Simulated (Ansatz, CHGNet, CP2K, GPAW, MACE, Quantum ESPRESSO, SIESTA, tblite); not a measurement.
# Which run comes nearest? Glassy 86SiO2-5SrO-5ZnO-5MgO (mol %) (63 atoms)

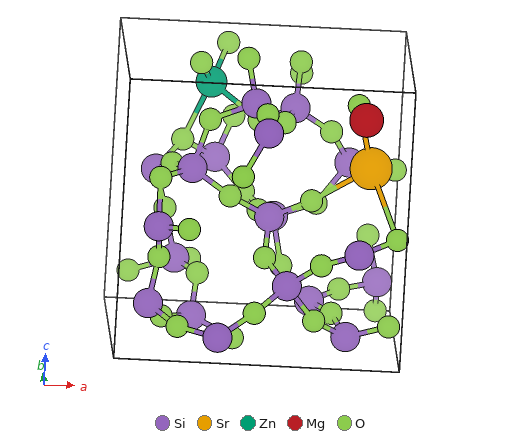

The cell (silicon purple, strontium orange, zinc teal, magnesium red, oxygen green). Bonds to atoms that aren't drawn are left out. Some periodic images of atoms are drawn too.

Density of this cell: 2.52 g/cm³. The cell holds 63 atoms: 19 Si, 1 Sr, 1 Zn, 1 Mg and 41 O. Cell: a = 9.658 Å, b = 9.658 Å, c = 9.658 Å, α = 90.0°, β = 90.0°, γ = 90.0°. 63 atoms (19 Si, 1 Sr, 1 Zn, 1 Mg, 41 O) placed at random at 2.44 g/cm³, melted at 4000 K for 10 ps at fixed volume with the Morse and Coulomb pair potential with partial charges (Pedone, Malavasi, Menziani, Cormack and Segre, J. Phys. Chem. B 110, 11780 (2006)). Quenched from 4000 K to 300 K at 50 K/ps and fixed volume, held 10 ps at zero pressure. Then every atom was moved at random, 0.05 Å r.m.s. a Cartesian component.

Geometry: as built.

The reference, a calculation:

```
method                                           : Kohn-Sham DFT, PBE, SSSP efficiency 1.3.0 pseudopotentials, plane waves (Quantum ESPRESSO 7.5); sssp-pbe-1.3.0-efficiency, cutoffs 60/480 Ry, Γ point
r.m.s. force component                           : 2.683 eV/Å
longest force                                    : 12.65 eV/Å
pressure                                         : 5.797 GPa
gap (highest filled to lowest empty level) : 2.472 eV
time                                             : 3.3 min on 2 MPI ranks of Arm Neoverse V1, shared host
CPU time                                         : 6.6 min
```

Runs, in no order:
A. CHGNet 0.3.0 potential: machine-learned interatomic potential CHGNet 0.3.0, trained on PBE(+U) plane-wave data
B. CP2K PBE, DZVP-MOLOPT-SR, 420/50 Ry, diagonalisation: Kohn-Sham DFT, PBE, GTH-PBE pseudopotentials, Gaussian and plane waves, DZVP-MOLOPT-SR-GTH, diagonalisation
C. GPAW PBE, LCAO sz(dzp), h 0.18 Å: Kohn-Sham DFT, PBE, PAW, atomic orbitals (sz(dzp))
D. MACE MP-0b3 medium potential: machine-learned interatomic potential MACE MP-0b3 medium, trained on PBE(+U) plane-wave data
E. CP2K PBE, DZVP-MOLOPT-SR, 1200/50 Ry, TRS4 filter 1e-03, SCF 1e-04: Kohn-Sham DFT, PBE, GTH-PBE pseudopotentials, Gaussian and plane waves, DZVP-MOLOPT-SR-GTH, linear-scaling purification of the density matrix

**Question.** Rank the runs by how far their forces lie from the reference's, least first.

D, A, E, B, C.

```tsv
run	Δ force, r.m.s. (meV/Å)	share of r.m.s. force (%)	CPU time
D. MACE MP-0b3 medium potential	111	4.13	7 s
A. CHGNet 0.3.0 potential	183	6.82	3.6 s
E. CP2K PBE, DZVP-MOLOPT-SR, 1200/50 Ry, TRS4 filter 1e-03, SCF 1e-04	330	12.3	2.7 min
B. CP2K PBE, DZVP-MOLOPT-SR, 420/50 Ry, diagonalisation	463	17.3	2 min
C. GPAW PBE, LCAO sz(dzp), h 0.18 Å	1029	38.4	38 s
```

Forces of 2.7 eV/Å r.m.s. are well above thermal ones: they come largely from the bond lengths of the classical model and from the random displacements, and they dominate the comparison. Machine-learned potentials mimic data converged in k, so the reference's own k-point error enters their differences. The network of bonds at the start is that of the classical potential that made the cell, and needn't be the one that DFT or experiment would give. The electronic-structure runs sample only Γ, in a cell whose shortest periodic width is 10 Å.

[Logs are printed without paths, hosts, clocks, repeated set-up lines and the standing remarks that a program may print on its own settings, such as how far it seeks lower states.]

[Hosts, paths, dates, database ids (printed as entryN), source tags and the programs' standing remarks are cut or masked in the printed files.]
